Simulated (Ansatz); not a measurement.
Electronic density of states of amorphous La12Nb8O38, density 5.68 g/cm³, on a 2×2×2 Γ-centred mesh with a Gaussian width of 0.1 eV; energies count from the Fermi level, whose place inside the gap is arbitrary. Cell and mesh are small, so fine structure isn't converged. Calculation: PBE, scalar-relativistic without spin-orbit coupling (plane waves to 420 eV, PAW; Ansatz, a quantum-chemistry and plane-wave program). Sampling: a 2×2×2 Γ-centred mesh; Fermi-Dirac width 0.02 eV; no spin polarisation.

Preparation: random packing, a CHGNet melt and quench, and a DFT relaxation. O atoms were pushed apart under 1.9 Å during the dynamics, to hinder bonds among them. The hot cell started wider than the set density and was brought back towards it in steps. It is the lowest in DFT energy of 2 quenches. It is a model cell: composition and starting density were chosen by hand, and all elements were melted together. No dispersion term was used. Its density started from a set value of 5.79 and ended at 5.68 g/cm³. Cooling (nominally 240 K/ps over its main leg) ran many orders faster than in experiment, which tends to leave more defects and strain. Values belong to this one cell and scatter from quench to quench. Volume and shape were free in the relaxation.

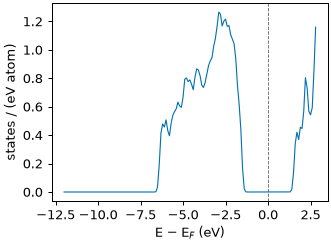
Density of states per atom

The gap on this mesh is 3.06 eV; the broadening fills part of it in the curve.
